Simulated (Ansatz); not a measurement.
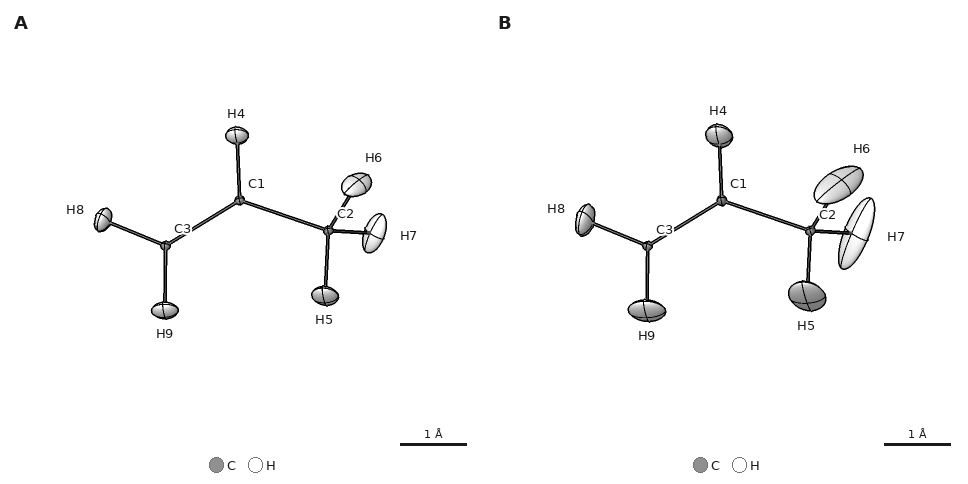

Displacement ellipsoids at the 50 % level, from the internal vibrations of the free molecule (harmonic, no overall translation or rotation; no half-axis is drawn under 0.075 Å). Vibrations computed with RKS PBE0-D4/def2-TZVP (Ansatz 0.2.0). One panel is for 200 K, the other for 900 K.

**Which panel is for 900 K?**

B.

**How much does the mean-square displacement of H6 grow, and why?**

U_eq goes from 0.0212 to 0.0594 Å², a factor of 2.8. Modes below kT (626 cm⁻¹ at 900 K) grow about in proportion to T, and the lowest lies at 208 cm⁻¹; the mean-square amplitude of a mode is its zero-point value times coth(ħω/2kT), which comes close to 1 only above about 3kT.
